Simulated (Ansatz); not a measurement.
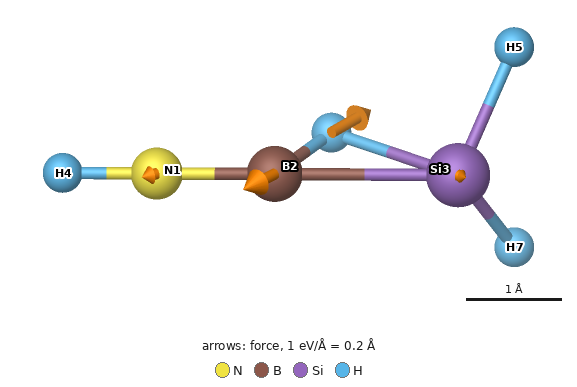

Starting geometry of BSiNH4 with the computed forces as orange arrows. A ball-and-stick model, seen at a tilt.

The run prepares an end point of a later path (hydrogen shift) calculation, from a guessed geometry.

These are results of Ansatz 0.2.0, RKS BHLYP/def2-SVP, not measurements. Settings: no spin polarisation; force threshold 0.02 eV/Å; at most 50 steps.

Question: Is this structure relaxed? If not, where do the atoms go?

Answer: It isn't relaxed: the largest force vector, on an H atom, is 3.44 eV/Å. The final displacements follow the starting forces only in part (cosine between the two patterns 0.63). An H atom moves most after the best rigid fit: 1.61 Å. By element the largest moves are H 1.61 Å, Si 0.72 Å, N 0.32 Å, B 0.25 Å. Some distances before and after: B–H 1.170 → 2.852 Å, H–Si 1.690 → 1.481 Å, B–Si 1.931 → 1.986 Å, B–N 1.242 → 1.234 Å. Bonds break: B–H (1.17 → 2.85 Å). Among the angles between lasting bonds that change: B–Si–H 37.0° → 109.9°, H–Si–H 92.5° → 109.1°, H–Si–H 105.6° → 109.1°. After 11 geometry steps the energy has fallen by 2.517 eV. The largest force component goes from 2.4 to 0.019 eV/Å.
